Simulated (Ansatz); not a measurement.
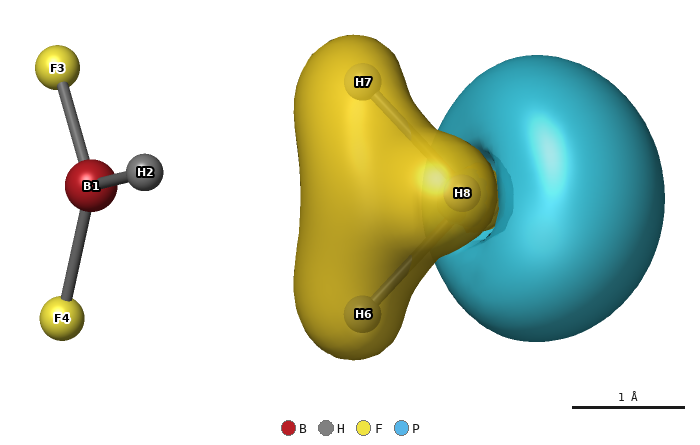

Figure 1: BF₂H···PH₃. The HOMO at ±0.15 Å⁻³ᐟ² (yellow and cyan are the two phases), seen at a tilt.

Level of theory: RKS PBE0/def2-SVP in Ansatz 0.2.0.

```xyz
8

B     0.0282    0.4479   -0.1134
H    -0.1068    0.8550    1.0092
F     1.2204    0.3335   -0.6532
F    -1.0129    0.1272   -0.8475
P     0.2423   -3.1086    1.0724
H    -0.7372   -2.6266    0.1517
H     1.2990   -2.3657    0.4631
H    -0.0360   -2.0851    2.0300
```

Question: Where does this orbital lie, and at what energy?

Answer: It lies mainly on P5 (about 80 %); largely a lone pair of P5. Its energy is −7.95 eV.
